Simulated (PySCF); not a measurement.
```yaml
atoms:
  - { symbol: F, position_ang: [1.3261, 0.1092, 1.1165] }
  - { symbol: C, position_ang: [0.7423, 0.0084, -0.0803] }
  - { symbol: F, position_ang: [1.1177, 1.0719, -0.7952] }
  - { symbol: F, position_ang: [1.2801, -1.0675, -0.6808] }
  - { symbol: C, position_ang: [-0.7682, -0.1354, 0.0125] }
  - { symbol: S, position_ang: [-1.5264, 1.2899, 0.8075] }
  - { symbol: H, position_ang: [-0.9944, -1.0314, 0.5936] }
  - { symbol: H, position_ang: [-1.1681, -0.2358, -0.9984] }
```

Geometry: GFN2-xTB.

Theory: PySCF, UKS B3LYP, pcH-1 on C F H S, non-relativistic, mean-field spin-orbit, GIAO.

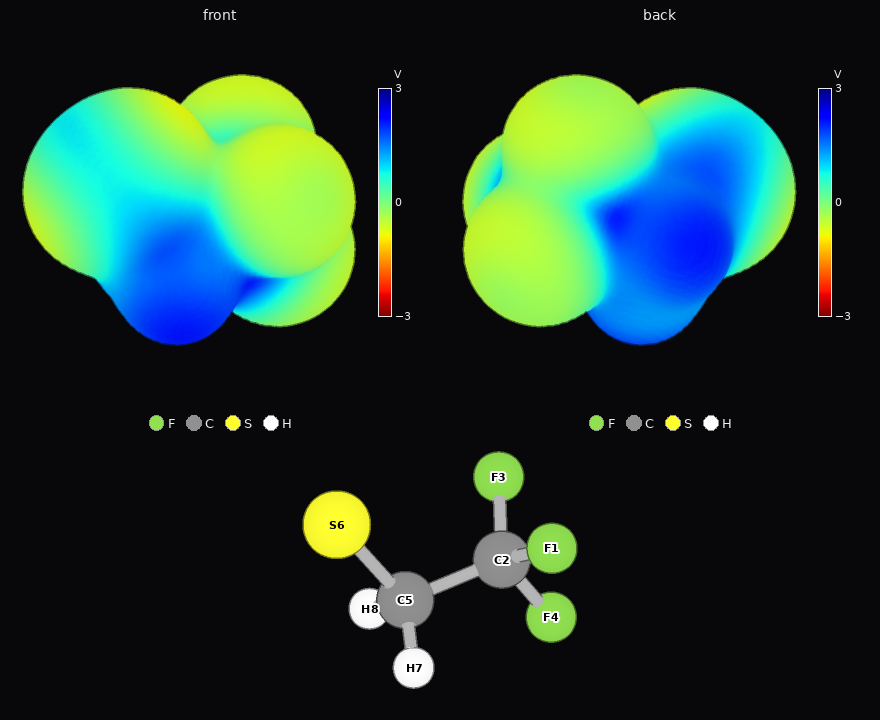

C2H2F3S (SMILES FC(F)(F)C[S]) (doublet). The electrostatic potential painted on the density surface at 0.004 e/bohr³, seen from the front and from behind; red is negative and blue positive. The bare structure is drawn below in the same view.

Which sites attract a positive test charge, and which a negative one?

A positive charge is drawn to the negative regions and a negative charge to the positive ones. The most negative region (about −0.8 V) lies over S6, the most positive (about +2.1 V) over C2, H7 and H8.
